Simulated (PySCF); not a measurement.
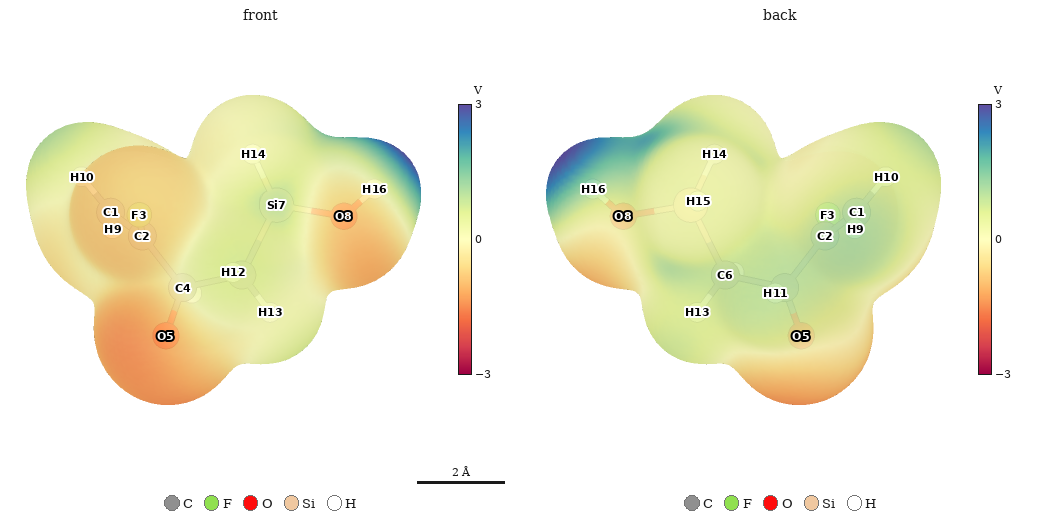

C$_{4}$H$_{8}$FO$_{2}$Si (doublet). The molecular electrostatic potential painted on the density surface at 0.002 e/bohr³, seen from the front and from behind; the colour scale runs from red (negative) to blue (positive).

Geometry: GFN2-xTB.

Level of theory: PySCF 2.14.0, density-fitted response routines, UKS B3LYP, pcH-1 on C F H O Si, non-relativistic, mean-field spin-orbit, GIAO.

| atom | x (Å) | y (Å) | z (Å) |
| --- | --- | --- | --- |
| C | 2.4247 | -0.6891 | 0.3384 |
| C | 1.4790 | 0.2141 | 0.5114 |
| F | 1.1113 | 0.5724 | 1.7598 |
| C | 0.7500 | 0.9522 | -0.5931 |
| O | 1.0114 | 2.2392 | -0.6866 |
| C | -0.7892 | 0.9695 | -0.2885 |
| Si | -1.4682 | -0.8007 | -0.0597 |
| O | -3.0380 | -0.5590 | -0.3743 |
| H | 2.7309 | -0.9797 | -0.6479 |
| H | 2.9294 | -1.1395 | 1.1746 |
| H | 0.8987 | 0.3927 | -1.5403 |
| H | -0.9387 | 1.5741 | 0.6053 |
| H | -1.2844 | 1.4805 | -1.1123 |
| H | -1.2551 | -1.2749 | 1.3048 |
| H | -0.8636 | -1.7059 | -1.0389 |
| H | -3.7058 | -1.2371 | -0.3229 |

> Which sites attract a positive test charge, and which a negative one?

A positive charge is drawn to the negative regions and a negative charge to the positive ones. The most negative region (about −1.5 V) lies over O5, the most positive (about +2.9 V) over H16. O5 is the likeliest acceptor of a hydrogen bond.
